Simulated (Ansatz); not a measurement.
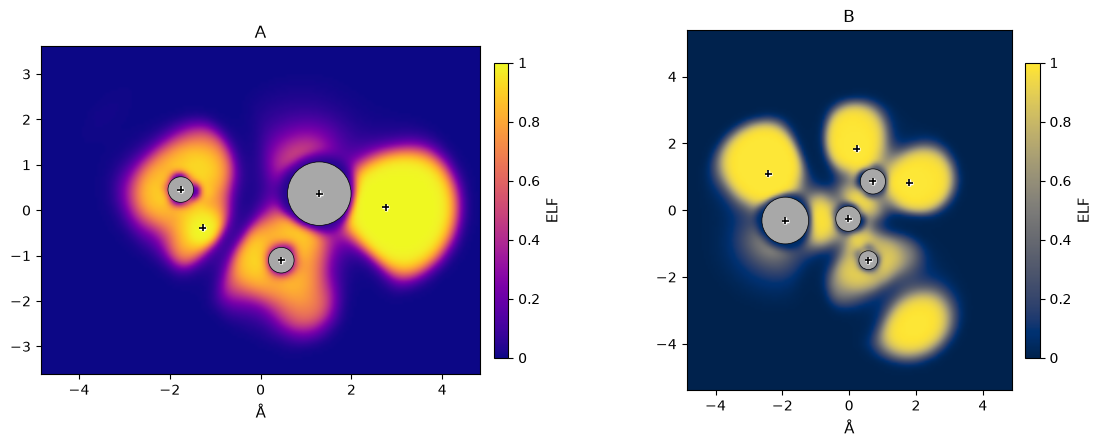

The ELF of 2 systems, each on a plane through atoms (crosses mark nuclei in the plane; grey discs cover the cores).

All numbers below come from Ansatz, RKS PBE0-D4/def2-SVP.

System 1: H4OSi···CH4O, the plane of atoms O2, Si1 and H4. 

```yaml
atoms:
  - { symbol: Si, position_ang: [-1.7730, 0.0801, -0.3846] }
  - { symbol: O, position_ang: [-1.1065, -0.9014, 0.8161] }
  - { symbol: H, position_ang: [-0.8917, -0.0171, -1.5759] }
  - { symbol: H, position_ang: [-3.1274, -0.4612, -0.7267] }
  - { symbol: H, position_ang: [-1.9405, 1.4912, 0.0635] }
  - { symbol: H, position_ang: [0.5025, 0.0375, 1.0189] }
  - { symbol: O, position_ang: [1.0308, 0.7473, 0.6222] }
  - { symbol: C, position_ang: [2.0314, 0.1670, -0.1604] }
  - { symbol: H, position_ang: [-1.7090, -1.2008, 1.5036] }
  - { symbol: H, position_ang: [2.7601, -0.4173, 0.4349] }
  - { symbol: H, position_ang: [1.6337, -0.4991, -0.9517] }
  - { symbol: H, position_ang: [2.5896, 0.9739, -0.6600] }
```

System 2: C2H9BOSi2, the plane of atoms C2, C1 and H8. 

```yaml
atoms:
  - { symbol: C, position_ang: [-1.0031, -0.2500, 1.4399] }
  - { symbol: C, position_ang: [0.1347, -0.5985, 0.8320] }
  - { symbol: Si, position_ang: [0.5107, -2.3132, 0.1373] }
  - { symbol: O, position_ang: [1.1682, 0.3019, 0.6961] }
  - { symbol: B, position_ang: [1.1395, 1.4028, -0.0909] }
  - { symbol: Si, position_ang: [-0.4316, 1.8480, -1.3152] }
  - { symbol: H, position_ang: [-1.8087, -0.9764, 1.5606] }
  - { symbol: H, position_ang: [-1.1526, 0.7562, 1.8447] }
  - { symbol: H, position_ang: [0.7976, -2.1893, -1.3226] }
  - { symbol: H, position_ang: [1.7105, -2.8812, 0.8180] }
  - { symbol: H, position_ang: [-0.6758, -3.1877, 0.3619] }
  - { symbol: H, position_ang: [2.1307, 2.0956, -0.0177] }
  - { symbol: H, position_ang: [0.0076, 2.7734, -2.4068] }
  - { symbol: H, position_ang: [-1.5256, 2.5422, -0.5600] }
  - { symbol: H, position_ang: [-1.0238, 0.6254, -1.9479] }
```

**Which map belongs to which system?**

Panel A is system 1, H4OSi···CH4O: the plane holds Si, O and H. O2···H6 (1.87 Å): the ELF dips to about 0.10 between them; by its geometry a hydrogen bond between the two molecules, with no shared pair. Panel B is system 2, C2H9BOSi2: the plane holds C, Si, O and H. C–C (1.34 Å): the ELF peaks at about 0.90 between the atoms; a multiple bond.
